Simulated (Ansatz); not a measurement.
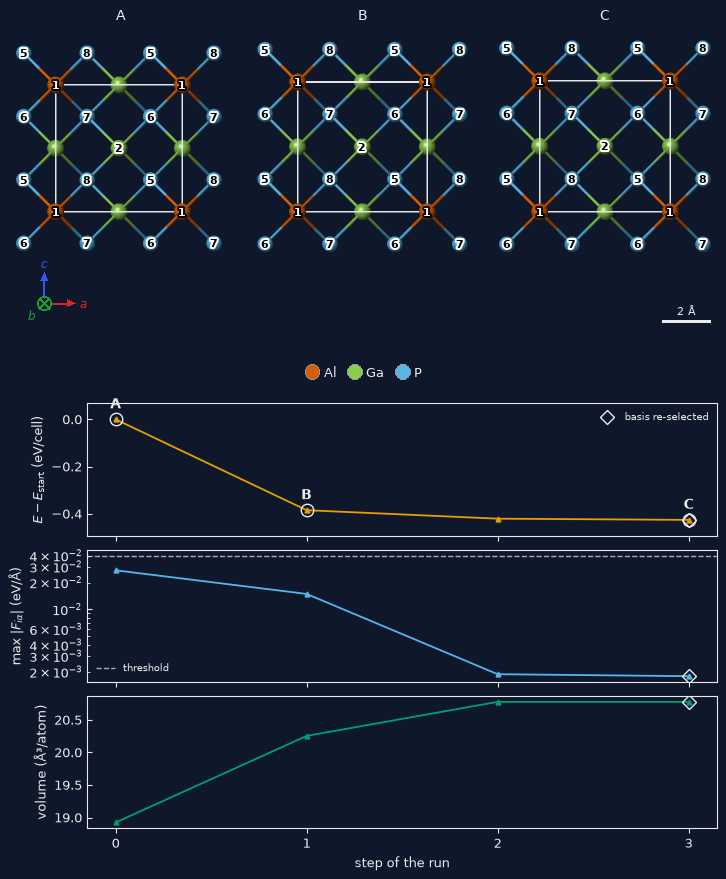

Frames of a relaxation of solid AlGa3P4 (a generated structure, set up in P-43m) (coarse preliminary run), marked on the history of the run. Style: ball-and-stick. Shown: the cell of the calculation, along the b axis.

Level of theory: DFT PBE, scalar-relativistic, plane waves, PAW (Ansatz).

The input:
```yaml
crystal:
  lattice:
    - [5.32977803, 0.0, 0.0]
    - [0.0, 5.32977803, 0.0]
    - [0.0, 0.0, 5.32977803]
  atoms:
    - { symbol: Al, position: [0.0, 0.0, 0.0] }
    - { symbol: Ga, position: [0.5, 0.0, 0.5] }
    - { symbol: Ga, position: [0.5, 0.5, 0.0] }
    - { symbol: Ga, position: [0.0, 0.5, 0.5] }
    - { symbol: P, position: [0.75, 0.25, 0.25] }
    - { symbol: P, position: [0.75, 0.75, 0.75] }
    - { symbol: P, position: [0.25, 0.25, 0.75] }
    - { symbol: P, position: [0.25, 0.75, 0.25] }
basis:
  ecutwfc: 420
kpoints:
  mp_grid: { grid: [4, 4, 4] }
hamiltonian:
  xc: pbe
scf:
  occupations: { method: gaussian, width: 0.1 }
  lower_state_search: "off"
output:
  forces: true
  stress: true
  eigenvalues: true
relax:
  adjacent_minimum: "off"
  f_tol: 0.04
  max_steps: 70
  cell: { stress_tol: 0.4 }
```

Run as
```bash
ansatz run input.yaml --threads 1 --pin off --max-ram 2560MiB --backend cpu --events-out ev --progress --plain --runs-dir out
```

**What happens along the run?**

The largest moves relative to the cell, 0.005 Å, are those of P5, P6, P7 and P8. P5 goes along [1 −1 −1]. Ga and Al stay in place. Cell: a = b = c 5.330 → 5.498 Å (+3.2 %). Volume +9.8 %. Among the contacts that change: Ga2–P5 2.308 → 2.382 Å, Al1–P5 2.308 → 2.376 Å. The space group stays P-43m (No. 215). Over 2 accepted moves (3 points after the start) the energy falls by 0.426 eV per cell of the calculation. The largest force component goes from 0.027 to 0.0018 eV/Å. The pressure goes from 9.55 to 0.38 GPa. The SCF was repeated once at an unchanged geometry on a basis and grid sized afresh for the cell, which shifted the energy by 5.1 meV per cell of the calculation at most. From step 0 to 1: volume +7.0 %, energy −0.385 eV per cell of the calculation. From step 1 to 3: volume +2.6 %, energy −41.0 meV per cell of the calculation.

```tsv
step	E − E(0), meV/atom	largest force component, eV/Å	pressure, GPa	volume, Å³/atom	note
0	0.00	0.0274	9.55	18.925	
1	-48.08	0.0149	2.52	20.254	
2	-52.56	0.0019	0.35	20.777	
3	-53.20	0.0018	0.38	20.777	same geometry, new basis
```
